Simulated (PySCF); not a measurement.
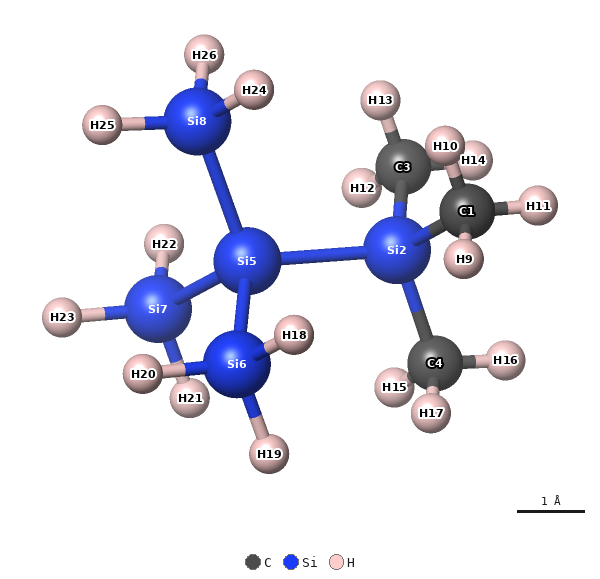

Figure 1. The input geometry of run A (ball-and-stick view, seen at a tilt; atoms are numbered from 1 in the order of the input). Bond lengths as drawn: C–H 1.10 Å, C–Si 1.88 Å, H–Si 1.50 Å and Si–Si 2.34 to 2.35 Å.

## C3H18Si5: one change and its effect

System: C3H18Si5, SMILES C[Si](C)(C)[Si]([SiH3])([SiH3])[SiH3].
Method of run A: TDDFT CAM-B3LYP/def2-SVPD, vertical, IEF-PCM n-hexane (non-equilibrium linear response), core orbitals frozen in the response (PySCF 2.14.0).

The geometry comes from this level: PBE0-D3(BJ)/def2-SVP. Text and figures count atoms from 1; the logs count them from 0 in places.

### Input, run A
```
{"job": {"kind": "uv", "xc": "CAM-B3LYP", "basis": "def2-SVPD", "nstates": 12, "ntriplets": 4, "solvent": "n-hexane"}, "charge": 0, "multiplicity": 1}
C      2.713641    -1.046489     0.374204
Si     1.557160    -0.056618    -0.735604
C      2.195036     1.704506    -0.937157
C      1.396474    -0.888792    -2.417998
Si    -0.568290     0.022503     0.270151
Si    -1.395587    -2.150633     0.533878
Si    -2.033384     1.246556    -1.083216
Si    -0.411398     1.049741     2.366932
H      2.350149    -2.076500     0.512646
H      2.806249    -0.583578     1.368885
H      3.720631    -1.098378    -0.071884
H      1.522103     2.303217    -1.570407
H      2.283275     2.211639     0.036106
H      3.191219     1.699248    -1.409652
H      0.714373    -0.329629    -3.077001
H      2.379900    -0.942900    -2.913649
H      1.008143    -1.914432    -2.320936
H     -0.466261    -2.950076     1.393362
H     -1.495417    -2.824260    -0.799464
H     -2.749800    -2.155036     1.169044
H     -2.136309     0.606547    -2.432788
H     -1.518161     2.640382    -1.265067
H     -3.404025     1.321630    -0.489018
H      0.525967     0.279867     3.244412
H     -1.741704     1.126056     3.046544
H      0.124395     2.439610     2.216428
```

The first line tells a small driver script what to run in PySCF; the rest is the geometry in Å.

Hardware: 8 threads of Intel Xeon @ 2.10GHz (Emerald Rapids), 189 GiB of memory available, shared host.

### Output (run A)
```
coarse grid: 22544 points
cycle   1  E = -1571.7899678245  dE = -1.690e-01  |g| = 4.066e-01  |ddm| = 6.900e+00
cycle   2  E = -1571.8126964362  dE = -2.273e-02  |g| = 3.188e-01  |ddm| = 1.248e+00
cycle   3  E = -1571.8397803362  dE = -2.708e-02  |g| = 3.502e-02  |ddm| = 5.532e-01
cycle   4  E = -1571.8402459910  dE = -4.657e-04  |g| = 8.780e-03  |ddm| = 1.316e-01
cycle   5  E = -1571.8402725124  dE = -2.652e-05  |g| = 1.586e-03  |ddm| = 3.204e-02
cycle   6  E = -1571.8402736265  dE = -1.114e-06  |g| = 4.753e-04  |ddm| = 5.845e-03
final grid: 189952 points
cycle   7  E = -1572.0482187405  dE = -2.619e-05  |g| = 2.880e-03  |ddm| = 8.964e-02
cycle   8  E = -1572.0482194153  dE = -6.748e-07  |g| = 2.552e-03  |ddm| = 1.345e-02
cycle   9  E = -1572.0482210737  dE = -1.658e-06  |g| = 1.092e-04  |ddm| = 4.014e-03
cycle  10  E = -1572.0482210797  dE = -6.086e-09  |g| = 6.108e-05  |ddm| = 8.672e-04
cycle  11  E = -1572.0482210813  dE = -1.553e-09  |g| = 8.812e-06  |ddm| = 2.063e-04
cycle  12  E = -1572.0482210814  dE = -6.685e-11  |g| = 2.781e-06  |ddm| = 5.574e-05
converged SCF energy = -1572.0482210814

Static polarisability (au): isotropic 211.860, principal 210.698 210.729 214.151

Singlet excitations
state   eV       nm        f      main configurations
  1   6.4157    193.3   0.01860   H->L+1 0.62, H->L+2 0.22
  2   6.4159    193.2   0.01864   H->L+2 0.62, H->L+1 0.22
  3   6.5618    188.9   0.00199   H->L+4 0.76
  4   6.5627    188.9   0.00205   H->L+5 0.76
  5   6.6417    186.7   0.00000   H-1->L+1 0.39, H-2->L+2 0.39
  6   6.7595    183.4   0.01030   H->L+3 0.63, H->L 0.10
  7   6.8721    180.4   0.00253   H-1->L+2 0.30, H-2->L+1 0.30, H->L 0.21
  8   6.9463    178.5   0.00882   H-2->L+3 0.20, H-1->L+4 0.15, H-2->L+5 0.14
  9   6.9475    178.5   0.00889   H-1->L+3 0.17, H-1->L+5 0.15, H-2->L+4 0.15
 10   6.9553    178.3   0.09921   H->L 0.45, H->L+3 0.23
 11   6.9949    177.2   0.00006   H-2->L+4 0.27, H-1->L+5 0.25, H-1->L+3 0.11
 12   6.9975    177.2   0.00010   H-2->L+5 0.27, H-1->L+4 0.26, H-2->L+3 0.09

Triplet excitations (Tamm-Dancoff, eV): 5.8800 5.8822 5.9804 6.0191
```

For run B the input was changed thus:
```diff
-"xc": "CAM-B3LYP"
+"xc": "PBE"
```

How does run B compare with run A?

The total energies belong to different methods, so their difference says nothing on which is more stable or more accurate. The HOMO goes from −8.44 to −6.22 eV. The LUMO goes from 0.91 to −0.81 eV. The dipole moment goes from 1.58 to 1.73 D. The lowest excitation goes from 6.42 to 5.44 eV. The strongest computed line goes from 6.96 to 5.76 eV. The functional changes from CAM-B3LYP to PBE. Exact exchange removes part of the self-interaction error of semilocal functionals, which pushes filled and empty levels apart. The SCF takes 14 iterations against 12. On the same kind of shared host run B took about 0.34 times as long.

### Output (run B)
```
coarse grid: 22544 points
cycle   1  E = -1570.7796096601  dE = -2.341e-01  |g| = 6.969e-01  |ddm| = 7.219e+00
cycle   2  E = -1570.5884187087  dE =  1.912e-01  |g| = 1.055e+00  |ddm| = 2.458e+00
cycle   3  E = -1570.9109289284  dE = -3.225e-01  |g| = 8.423e-02  |ddm| = 1.631e+00
cycle   4  E = -1570.9130281877  dE = -2.099e-03  |g| = 4.422e-02  |ddm| = 3.305e-01
cycle   5  E = -1570.9137617838  dE = -7.336e-04  |g| = 6.787e-03  |ddm| = 1.266e-01
cycle   6  E = -1570.9137799612  dE = -1.818e-05  |g| = 2.115e-03  |ddm| = 2.619e-02
cycle   7  E = -1570.9137818058  dE = -1.845e-06  |g| = 3.789e-04  |ddm| = 6.875e-03
final grid: 189952 points
cycle   8  E = -1571.1721983939  dE = -4.879e-05  |g| = 1.244e-02  |ddm| = 2.348e-01
cycle   9  E = -1571.1721285145  dE =  6.988e-05  |g| = 2.006e-02  |ddm| = 4.395e-02
cycle  10  E = -1571.1722403717  dE = -1.119e-04  |g| = 9.253e-04  |ddm| = 2.798e-02
cycle  11  E = -1571.1722406937  dE = -3.220e-07  |g| = 1.572e-04  |ddm| = 2.746e-03
cycle  12  E = -1571.1722407029  dE = -9.157e-09  |g| = 4.916e-05  |ddm| = 5.713e-04
cycle  13  E = -1571.1722407039  dE = -1.020e-09  |g| = 8.614e-06  |ddm| = 1.671e-04
cycle  14  E = -1571.1722407039  dE = -2.728e-11  |g| = 4.167e-06  |ddm| = 3.059e-05
converged SCF energy = -1571.1722407039

Static polarisability (au): isotropic 225.807, principal 224.356 224.392 228.673

Singlet excitations
state   eV       nm        f      main configurations
  1   5.4385    228.0   0.00192   H->L 0.98
  2   5.4394    227.9   0.00191   H->L+1 0.97
  3   5.7068    217.3   0.00017   H->L+2 0.62, H->L+5 0.26
  4   5.7557    215.4   0.02276   H->L+5 0.71, H->L+2 0.18
  5   5.7699    214.9   0.01661   H->L+3 0.86
  6   5.7719    214.8   0.01650   H->L+4 0.86
  7   5.9464    208.5   0.00307   H-1->L+1 0.46, H-2->L 0.45
  8   6.0029    206.5   0.00103   H-2->L+3 0.60, H-1->L 0.18, H-1->L+2 0.12
  9   6.0034    206.5   0.00125   H-1->L+4 0.57, H-1->L+2 0.19, H-2->L+1 0.18
 10   6.0052    206.5   0.00214   H-2->L+2 0.26, H-2->L+4 0.22, H-1->L+3 0.19
 11   6.0345    205.5   0.00000   H-2->L+1 0.44, H-1->L 0.42
 12   6.1222    202.5   0.00123   H-2->L+2 0.41, H-1->L+3 0.26, H-2->L+4 0.23

Triplet excitations (Tamm-Dancoff, eV): 5.2479 5.2492 5.2684 5.3073
```

### The two runs side by side

```csv
quantity,run A,run B
outcome,converged,converged
total energy (hartree),−1572.048221,−1571.172241
HOMO (eV),−8.44,−6.22
LUMO (eV),0.91,−0.81
dipole moment (D),1.58,1.73
lowest excitation (eV),6.42,5.44
SCF iterations,12,14
strongest computed line (eV),6.96,5.76
basis functions,324,324
wall time (shared host),6.4 min,2.2 min
```
